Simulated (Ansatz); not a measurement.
# GeH5N···HF: what the fields show

```xyz
9

Ge   -0.5368    0.8244   -0.0938
F    -0.7882   -2.0064   -0.2817
H    -0.9776    0.5585   -1.5385
H    -1.5870    0.4456    0.9577
H    -0.1239    2.3120    0.0742
H     0.0486   -1.5248   -0.0557
N     0.9384   -0.2879    0.2158
H     1.7093   -0.1253   -0.4467
H     1.3173   -0.1960    1.1685
```

Method: Ansatz 0.2.0, RKS LDA/def2-SVP.

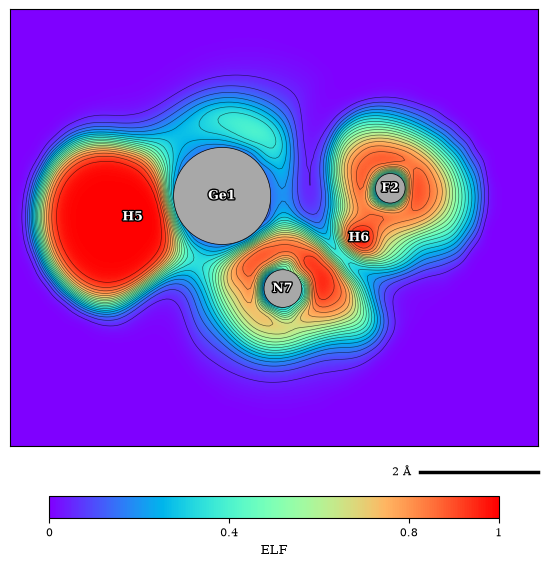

Figure 1. ELF on the plane of atoms H5, Ge1 and N7. Grey discs cover the atomic cores.

Q: Read the bonding off the picture.

A:
- The section cuts through Ge, F, H and N sites.
- N7···H6 (1.55 Å): the ELF peaks at about 0.95 between the atoms: a closed-shell contact with the geometry of a hydrogen bond.
- Ge–N (1.87 Å): the ELF peaks at about 0.90 in the valence shell of N, 0.7 Å from its nucleus, and is about 0.50 at the midpoint.
- F–H (0.99 Å): the ELF climbs to about 0.95 towards the hydrogen, as it does in any bond to H; an ordinary covalent bond to hydrogen.
- Ge–H (1.55 Å): the ELF climbs to about 1 towards the hydrogen.
- The ELF also peaks beside F2, away from the bonds: lone-pair regions.

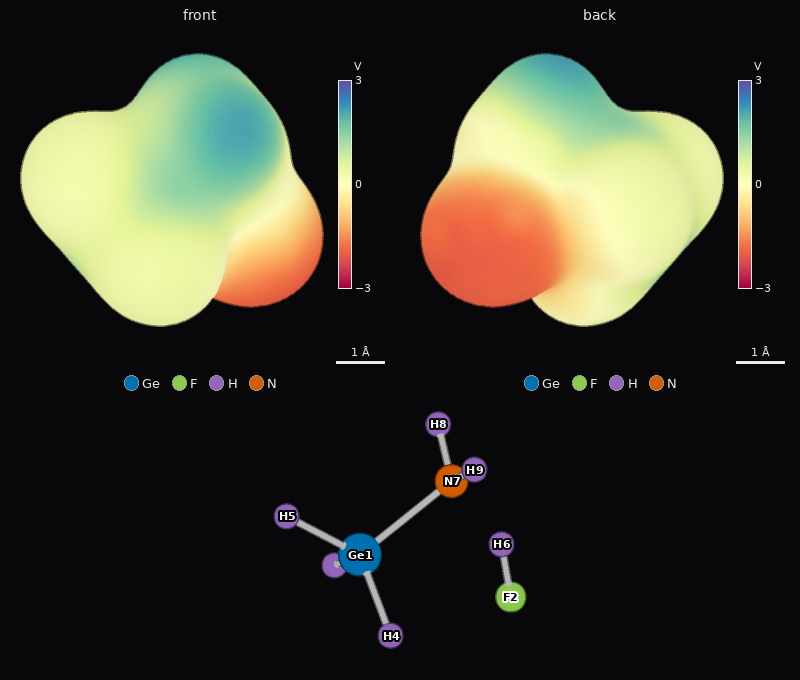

Figure 2. The molecular electrostatic potential painted on the density surface at 0.002 e/bohr³, seen from the front and from behind; red is negative and blue positive. The bare structure is drawn below in the same view.

Q: Describe the electrostatic potential map.

A: The most negative region (about −2.0 V) lies over F2, the most positive (about +2.1 V) over H8 and H9.

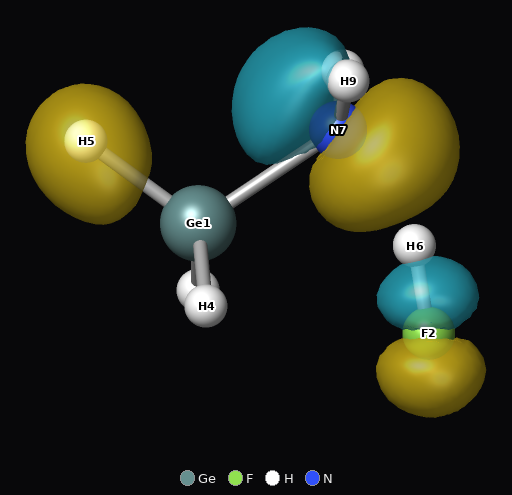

Figure 3. The HOMO at ±0.15 Å⁻³ᐟ² (yellow and cyan are the two phases), seen across its widest extent.

Q: Where does this orbital lie, and at what energy?

A: Its weight (Hirshfeld) is mainly on N7 (about 50 %), F2 (about 15 %), Ge1 (about 10 %) and H5 (about 10 %). Its energy is −6.80 eV.
